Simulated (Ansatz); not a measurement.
# H3O+ (singlet): correlated methods under varied settings at distance O1–H4 = 0.784 Å

Aim: run H3O+ (singlet) at one geometry under a spread of methods and options, and see what each costs and gives.

Computed with Ansatz 0.2.0, Gaussian basis. Level: the settings change from run to run.

22 further runs of the same task are left out: 2 for a known fault of the program, 11 that didn't finish, 9 set aside as unsound or not needed.

### Step 1. The system

The geometry derives from a PBE0/def2-TZVP stationary point (not a proven minimum). One bond is set to the value named and the two fragments are kept rigid.

4 atoms, charge 1, spin multiplicity 1.

Atoms are counted from 1 here; the program's logs count them from 0.

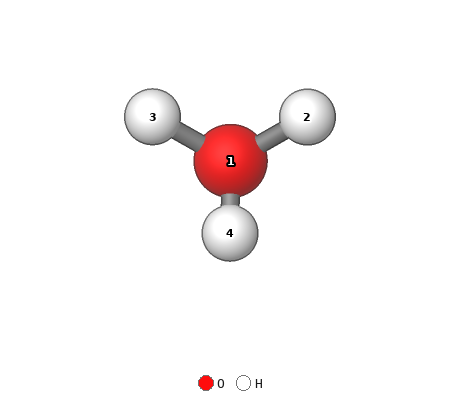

The structure; oxygen red, hydrogen white; atoms are numbered from 1 in the order of the file.

### Step 2. CISDT/STO-3G

in.yaml

```yaml
crystal:
  periodic: [false, false, false]
  atoms:
    - {symbol: O, position_ang: [-0.004683, -0.008749, -0.039145]}
    - {symbol: H, position_ang: [0.936191, 0.005524, 0.228083]}
    - {symbol: H, position_ang: [-0.488385, 0.800776, 0.220778]}
    - {symbol: H, position_ang: [-0.373468, -0.667428, 0.172502]}
basis:
  gaussian: {orbitals: STO-3G}
total_charge: 1
correlation: {active_space: {ras: {orbitals: [4, 0, 3], electrons: 8, max_holes: 3, max_particles: 3}, fixed_orbitals: true}}
```

Launch:

```
ansatz run in.yaml --threads 1 --pin off --events-out ev --progress --plain --max-ram 2393MiB
```

Standard output:

```text
Functional definition: HF
  name "HF"
  cite "Fock, Z. Phys. 61, 126 (1930) doi:10.1007/BF01340294"
  parent pbe
  exchange = exact_x
  correlation = 0
105 factors; integrals over basis functions are off by at most 1.2e-5 eV
mean field evaluation 1: about -2046.6083 eV, gradient 2.0e1 eV
mean field evaluation 2: about -2046.6197 eV, gradient 2.0e1 eV
mean field evaluation 4: about -2047.7612 eV, gradient 4.7e-1 eV
mean field evaluation 8: about -2047.7613 eV, gradient 1.8e-6 eV
mean field -2047.76125239 eV, -75.2538380029 hartree, gradient 1.3e-6 eV, S^2 0.000000; 0 other end points of the search recorded, 0 dependent functions left out
reference -2047.76125239 eV, -75.2538380029 hartree; 5, 5 occupied and 3, 3 virtual orbitals, 105 factors
state -2049.20954268 eV, -75.3070616894 hartree
Total energy: -2049.20954268 eV, -75.3070616894 hartree
```

Wall time 0.06 s (1 thread of Arm Neoverse V1, shared host).

From the report: 329 determinants.

### Step 3. MP2 on UHF/6-31G

Changes to in.yaml since step 2:

```diff
@@ -8,4 +8,6 @@
 basis:
-  gaussian: {orbitals: STO-3G}
+  gaussian: {orbitals: 6-31G, point_charges: [{charge: -0.50, position_ang: [3.566, 0.279, -0.046]}]}
 total_charge: 1
-correlation: {active_space: {ras: {orbitals: [4, 0, 3], electrons: 8, max_holes: 3, max_particles: 3}, fixed_orbitals: true}}
+magnetization: {spin_polarized: true, initial_magnetization: 0}
+correlation: {method: mp2, electrons: outside_noble_gas}
+scf: {lower_state_search: light}
```

Launched as before.

Standard output:

```text
Functional definition: HF
  name "HF"
  cite "Fock, Z. Phys. 61, 126 (1930) doi:10.1007/BF01340294"
  parent pbe
  exchange = exact_x
  correlation = 0
171 factors; integrals over basis functions are off by at most 5.7e-4 eV
mean field evaluation 1: about -2071.2475 eV, gradient 3.9e1 eV
mean field evaluation 2: about -2071.2509 eV, gradient 3.8e1 eV
mean field evaluation 4: about -2076.1418 eV, gradient 9.5e-1 eV
mean field evaluation 8: about -2076.1492 eV, gradient 1.3e-3 eV
mean field -2076.14921565 eV, -76.2970764107 hartree, gradient 1.2e-6 eV, S^2 0.000000; 0 other end points of the search recorded, 0 dependent functions left out
1 core orbitals not correlated: weight in the atoms' cores, before any rotation towards them, 1.000 or more for the frozen orbitals, at most 0.000 for the correlated occupied ones
reference -2076.14921565 eV, -76.2970764107 hartree; 4, 4 occupied and 10, 10 virtual orbitals, 171 factors
second order -3.29345746 eV of doubles, -0.00000000 eV of singles
Total energy: -2079.44267311 eV, -76.4181087398 hartree
```

Run time: 0.06 s. Hardware: 1 thread of Arm Neoverse V1, shared host.

From the report: ⟨S²⟩ of the determinant 0.000 (pure singlet: 0.00).

### Step 4. BCCD(T) on RHF/aug-cc-pVDZ

in.yaml

```yaml
crystal:
  periodic: [false, false, false]
  atoms:
    - {symbol: O, position_ang: [-0.004683, -0.008749, -0.039145]}
    - {symbol: H, position_ang: [0.936191, 0.005524, 0.228083]}
    - {symbol: H, position_ang: [-0.488385, 0.800776, 0.220778]}
    - {symbol: H, position_ang: [-0.373468, -0.667428, 0.172502]}
basis:
  gaussian: {orbitals: aug-cc-pVDZ}
total_charge: 1
magnetization: {spin_polarized: false}
correlation: {method: bccd_t, electrons: all}
scf: {omitted_lower_state_checks: [cluster_reference]}
output: {forces: true}
```

Same command.

Standard output, cut to the lines that bear on the results:

```text
Functional definition: HF
  name "HF"
  cite "Fock, Z. Phys. 61, 126 (1930) doi:10.1007/BF01340294"
  parent pbe
[...]
468 factors; integrals over basis functions are off by at most 6.0e-4 eV
[...]
mean field -2075.39942873 eV, -76.2695222496 hartree, gradient 9.8e-7 eV, S^2 0.000000; 0 other end points of the search recorded, 0 dependent functions left out
reference -2075.39942873 eV, -76.2695222496 hartree; 5, 5 occupied and 45, 45 virtual orbitals, 468 factors
second order -5.66170871 eV of doubles, -0.00000000 eV of singles
cycle   1  -5.84986079 eV  change   -1.9e-1 eV  update   3.4e-2
[...]
cycle   8  -5.95573685 eV  change    2.6e-6 eV  update   4.5e-6
perturbative correction -0.11114118 eV, -0.0040843632 hartree
[...]
Total energy: -2081.46630676 eV, -76.4924759050 hartree
Atom 0 at    -0.004683    -0.008749    -0.039145 Å, force     8.961727    16.006749    -5.100581 eV/Å
Atom 1 at     0.936191     0.005524     0.228083 Å, force     0.130212     0.083227    -0.007049 eV/Å
Atom 2 at    -0.488385     0.800776     0.220778 Å, force     0.002563     0.154485    -0.007703 eV/Å
Atom 3 at    -0.373468    -0.667428     0.172502 Å, force    -9.094502   -16.244460     5.115333 eV/Å
Dipole moment:     0.039413     0.073090     0.270765 e Å
Checks for a lower state left out: cluster_reference
```

It took 1.6 s on 1 thread of Arm Neoverse V1, shared host.

From the report: correlation -6.0669 eV; largest double amplitude 0.02.

### Step 5. CASSCF(4,8)/6-31G

Changes to in.yaml since step 4:

```diff
@@ -8,7 +8,6 @@
 basis:
-  gaussian: {orbitals: aug-cc-pVDZ}
+  gaussian: {orbitals: 6-31G}
 total_charge: 1
-magnetization: {spin_polarized: false}
-correlation: {method: bccd_t, electrons: all}
-scf: {omitted_lower_state_checks: [cluster_reference]}
+correlation: {active_space: {window: {electrons: 4, orbitals: 8}}}
+accuracy: high
 output: {forces: true}
```

Same command.

Standard output, cut to the lines that bear on the results:

```text
Functional definition: HF
  name "HF"
  cite "Fock, Z. Phys. 61, 126 (1930) doi:10.1007/BF01340294"
  parent pbe
[...]
282 factors; integrals over basis functions are off by at most 5.4e-9 eV
[...]
mean field -2073.99763124 eV, -76.2180071420 hartree, gradient 2.4e-8 eV, S^2 0.000000; 0 other end points of the search recorded, 0 dependent functions left out
reference -2073.99763124 eV, -76.2180071420 hartree; 5, 5 occupied and 10, 10 virtual orbitals, 282 factors
state -2075.52294200 eV, -76.2740612787 hartree
[...]
Total energy: -2075.52294200 eV, -76.2740612787 hartree
Atom 0 at    -0.004683    -0.008749    -0.039145 Å, force     8.541521    15.271095    -3.240896 eV/Å
Atom 1 at     0.936191     0.005524     0.228083 Å, force     0.531534     0.191260    -0.492869 eV/Å
Atom 2 at    -0.488385     0.800776     0.220778 Å, force    -0.112291     0.550667    -0.496171 eV/Å
Atom 3 at    -0.373468    -0.667428     0.172502 Å, force    -8.960765   -16.013022     4.229935 eV/Å
Dipole moment:     0.033916     0.064216     0.376643 e Å
```

Wall time 1.7 s (1 thread of Arm Neoverse V1, shared host).

From the report: 784 determinants; active occupations 1.98, 1.98, 0.02, 0.02, 0.00, 0.00, 0.00, 0.00.

### Step 6. CCSDT/6-31++G**

Changes to in.yaml since step 5:

```diff
@@ -8,5 +8,7 @@
 basis:
-  gaussian: {orbitals: 6-31G}
+  gaussian: {orbitals: "6-31++G**"}
 total_charge: 1
-correlation: {active_space: {window: {electrons: 4, orbitals: 8}}}
+magnetization: {spin_polarized: true, initial_magnetization: 0}
+hamiltonian: {xc: {name: PBE}}
+correlation: {method: ccsdt, electrons: outside_noble_gas}
 accuracy: high
```

Launched as before.

Standard output, cut to the lines that bear on the results:

```text
Functional definition: PBE
  name "PBE"
  cite "Perdew, Burke & Ernzerhof, Phys. Rev. Lett. 77, 3865 (1996) doi:10.1103/PhysRevLett.77.3865"
  parent pbe
[...]
715 factors; integrals over basis functions are off by at most 3.4e-9 eV
[...]
mean field -2083.40592232 eV, -76.5637554618 hartree, gradient 8.2e-8 eV, S^2 0.000000; 0 other end points of the search recorded, 0 dependent functions left out
1 core orbitals not correlated: weight in the atoms' cores, before any rotation towards them, 1.000 or more for the frozen orbitals, at most 0.000 for the correlated occupied ones
reference -2075.03444307 eV, -76.2561092739 hartree; 4, 4 occupied and 32, 32 virtual orbitals, 715 factors
second order -5.29597759 eV of doubles, -0.10173394 eV of singles
cycle   1  -5.51676076 eV  change   -1.2e-1 eV  update   3.8e-2
[...]
cycle  18  -5.70850203 eV  change  -1.6e-10 eV  update  2.0e-10
[...]
Total energy: -2080.74294510 eV, -76.4658928543 hartree
Atom 0 at    -0.004683    -0.008749    -0.039145 Å, force     9.188892    16.414582    -5.002583 eV/Å
Atom 1 at     0.936191     0.005524     0.228083 Å, force     0.053889     0.077746    -0.079581 eV/Å
Atom 2 at    -0.488385     0.800776     0.220778 Å, force     0.038519     0.086326    -0.079660 eV/Å
Atom 3 at    -0.373468    -0.667428     0.172502 Å, force    -9.281301   -16.578654     5.161824 eV/Å
Dipole moment:     0.041543     0.077119     0.293960 e Å
```

Run time: 46 s. Hardware: 1 thread of Arm Neoverse V1, shared host; peak memory 0.63 GiB.

From the report: ⟨S²⟩ of the determinant 0.000 (pure singlet: 0.00); correlation -5.7085 eV; T1 0.008; largest double amplitude 0.03. The orbitals are Kohn-Sham ones, so correlation energy and T1 don't compare with those on Hartree-Fock orbitals.

### Step 7. All runs side by side

Where basis and cores are those of an earlier FCI/6-31G run (-2077.5540 eV), and the state is the same kind, the miss against it is given.

```
                                   level         correlated  functions  energy (eV)  from FCI (meV)    time
                            CISDT/STO-3G  outside noble gas          8   -2049.2095                  0.06 s
MP2 on UHF/6-31G (beside a point charge)  outside noble gas         15   -2079.4427                  0.06 s
              BCCD(T) on RHF/aug-cc-pVDZ                all         50   -2081.4663                   1.6 s
                       CASSCF(4,8)/6-31G                            15   -2075.5229          2031.1   1.7 s
       CCSDT/6-31++G** (on PBE orbitals)  outside noble gas         37   -2080.7429                    46 s
```

### Step 8. Outcome

| quantity | value |
| --- | --- |
| runs | 5 |
| quickest | CISDT/STO-3G, 0.06 s |
| slowest | CCSDT/6-31++G** (on PBE orbitals), 46 s |

**Reading.** Total energies in different bases, with other cores or another treatment of relativity can't be set against each other. CCSDT/6-31++G** (on PBE orbitals) took 759 times as long as CISDT/STO-3G; the jobs differ in more than the method. Hartree-Fock, CASSCF and CASCI lack dynamic correlation by design.
